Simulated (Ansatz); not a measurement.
# TiSi2 (Fddd): equation of state with a fit in Python

A script is to give an equation of state with a fit; the system is TiSi2 (Fddd).

Computed with Ansatz 0.2.0, driven from Python. Level of theory: DFT PBE, plane waves, PAW.

## 1. Starting point

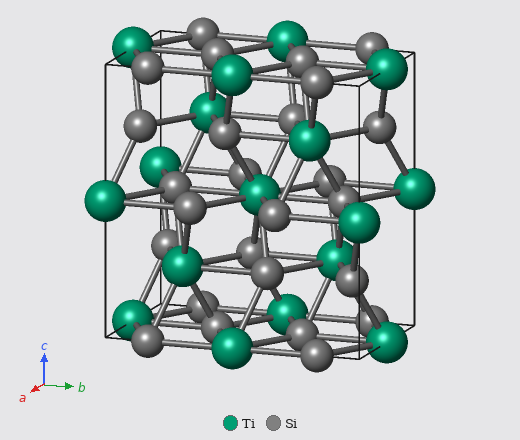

The starting structure, viewed slightly off an axis; titanium teal, silicon grey. The cell is the conventional one. Atoms on cell faces are repeated.

No structure file is read: the coordinates are typed or built in the script.

## 2. The script

Input file eos_tisi2.py:

```python
'''Bulk modulus of TiSi2 from an E(V) curve.'''

import warnings

import ansatz as az
import numpy as np
from scipy.optimize import curve_fit

VECTORS = np.array([
    [0.0, 4.118, 4.2615],
    [2.3865, 0.0, 4.2615],
    [2.3865, 4.118, 0.0],
])
SITES = [
    ('Ti', (0.75, 0.75, 0.75)),
    ('Ti', (0.5, 0.5, 0.5)),
    ('Si', (0.083, 0.417, 0.083)),
    ('Si', (0.417, 0.083, 0.417)),
    ('Si', (0.167, 0.833, 0.167)),
    ('Si', (0.833, 0.167, 0.833)),
]


def build(cell):
    crystal = az.Crystal(lattice=az.Lattice.of(cell))
    for symbol, position in SITES:
        crystal = crystal.atom(symbol, position)
    return crystal

def vinet(v, e0, v0, b0, b1):
    eta = (v / v0) ** (1 / 3)
    return e0 + 2 * b0 * v0 / (b1 - 1) ** 2 * (2 - (5 + 3 * b1 * (eta - 1) - 3 * eta) * np.exp(-1.5 * (b1 - 1) * (eta - 1)))

warnings.simplefilter('ignore', az.DeckWarning)

# uniform scaling of the cell
volumes, energies = [], []
for scale in np.linspace(0.88, 1.12, 7):
    cell = VECTORS * scale ** (1 / 3)
    job = (
        build(cell).calculation()
        .functional('PBE')
        .basis(41 * az.Ry)
        .occupations('methfessel_paxton', width=0.1)
        .kpoints(7, 7, 7)
    )
    data = job.run(threads=1).report
    volumes.append(abs(np.linalg.det(cell)) / len(SITES))
    energies.append(data['free_energy_ev'] / len(SITES))
    print(f'V = {volumes[-1]:8.4f} A^3/atom  F = {energies[-1]:.5f} eV/atom')

guess = (min(energies), volumes[int(np.argmin(energies))], 0.5, 4.5)
(e0, v0, b0, b1), _ = curve_fit(vinet, np.array(volumes), np.array(energies), p0=guess, maxfev=20000)
print(f'Vinet fit: V0 = {v0:.4f} A^3/atom, B0 = {160.21766 * b0:.1f} GPa, B1 = {b1:.2f}')
print('largest residual', round(1000 * float(np.abs(vinet(np.array(volumes), e0, v0, b0, b1) - energies).max()), 3), 'meV/atom')
```

## 3. The input behind the calls

The engine receives this input (first run):

```yaml
crystal:
  lattice:
    - [0.0, 3.9462133942769095, 4.083727144174611]
    - [2.286944697776067, 0.0, 4.083727144174611]
    - [2.286944697776067, 3.9462133942769095, 0.0]
  atoms:
    - { symbol: Ti, position: [0.75, 0.75, 0.75] }
    - { symbol: Ti, position: [0.5, 0.5, 0.5] }
    - { symbol: Si, position: [0.083, 0.417, 0.083] }
    - { symbol: Si, position: [0.417, 0.083, 0.417] }
    - { symbol: Si, position: [0.167, 0.833, 0.167] }
    - { symbol: Si, position: [0.833, 0.167, 0.833] }
basis:
  ecutwfc: 557.833418042754
kpoints:
  mp_grid:
    grid: [7, 7, 7]
hamiltonian:
  xc: pbe
scf:
  occupations:
    method: methfessel_paxton
    width: 0.1
```

## 4. Running it

The run is started by

```bash
$ python eos_tisi2.py
```

Log:

```text
V =  12.2849 A^3/atom  F = -1257.50556 eV/atom
V =  12.8433 A^3/atom  F = -1257.58373 eV/atom
V =  13.4017 A^3/atom  F = -1257.62934 eV/atom
V =  13.9601 A^3/atom  F = -1257.64857 eV/atom
V =  14.5185 A^3/atom  F = -1257.64639 eV/atom
V =  15.0769 A^3/atom  F = -1257.62686 eV/atom
V =  15.6353 A^3/atom  F = -1257.59329 eV/atom
Vinet fit: V0 = 14.1719 A^3/atom, B0 = 143.5 GPa, B1 = 4.33
largest residual 0.006 meV/atom
```

Wall time 61 s (1 thread of Arm Neoverse V1, shared host); peak memory 0.6 GiB.

## 5. Inputs of later runs

The engine's inputs for some of the other runs:

Run 4, against run 1:

```diff
@@ -3,3 +3,3 @@
-    - [0.0, 3.9462133942769095, 4.083727144174611]
-    - [2.286944697776067, 0.0, 4.083727144174611]
-    - [2.286944697776067, 3.9462133942769095, 0.0]
+    - [0.0, 4.118, 4.2615]
+    - [2.3865, 0.0, 4.2615]
+    - [2.3865, 4.118, 0.0]
```

Run 5, against run 1:

```diff
@@ -3,3 +3,3 @@
-    - [0.0, 3.9462133942769095, 4.083727144174611]
-    - [2.286944697776067, 0.0, 4.083727144174611]
-    - [2.286944697776067, 3.9462133942769095, 0.0]
+    - [0.0, 4.1721904249314905, 4.317578799379685]
+    - [2.4179049172168527, 0.0, 4.317578799379685]
+    - [2.4179049172168527, 4.1721904249314905, 0.0]
```

Run 7, against run 1:

```diff
@@ -3,3 +3,3 @@
-    - [0.0, 3.9462133942769095, 4.083727144174611]
-    - [2.286944697776067, 0.0, 4.083727144174611]
-    - [2.286944697776067, 3.9462133942769095, 0.0]
+    - [0.0, 4.276538142284569, 4.425562723007696]
+    - [2.478377434813532, 0.0, 4.425562723007696]
+    - [2.478377434813532, 4.276538142284569, 0.0]
```

Lines on the test bed's own set-up are left out of the output.

## 6. The engine's runs

The 7 runs, in the order started:

```csv
run,volume (Å³/atom),energy from run 4 (meV/atom),SCF cycles,CPU time (s)
1,12.285,143.01,6,8.2
2,12.843,64.84,6,8.4
3,13.402,19.23,6,7.8
4,13.960,0.00,6,8.1
5,14.519,2.18,6,8.7
6,15.077,21.71,6,9
7,15.635,55.28,6,9.3
```

Energies are free energies F = E - TS of the smeared occupations. 

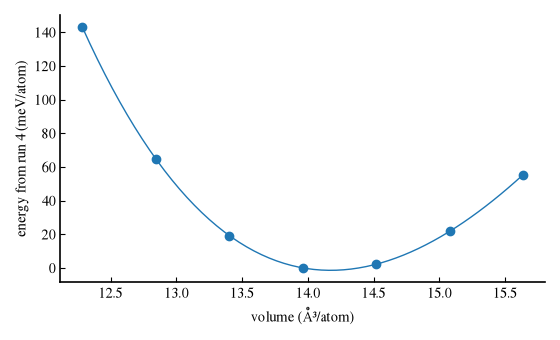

Energy against volume; the line is a third-order Birch-Murnaghan fit.

## 7. Summary of results

| quantity | value |
| --- | --- |
| runs compared | 7 |
| range of energy | 143.01 meV/atom |
| lowest point, volume (Å³/atom) | 13.960 |
| equilibrium volume (fit) | 14.17 Å³/atom |
| bulk modulus (fit) | 143 GPa |

What this shows: A third-order Birch-Murnaghan fit through the 7 points (the script's own form differs a little) has its minimum at 14.17 Å³ an atom, 1.5 % above the typed cell, with a bulk modulus of 143 GPa and dB/dP = 4.3. From that minimum the energy rises by 144.5 meV an atom on the compressed side and 56.7 meV on the expanded side. Notes:
- Spin is left out of this run.
- Shape and fractional positions are held along the curve, so the bulk modulus is an upper value where they are free to relax.
- For a metal this k-point mesh is coarse: on a finer one energies can move by several to tens of meV an atom and pressures by half a GPa or more, differences at one mesh by less.
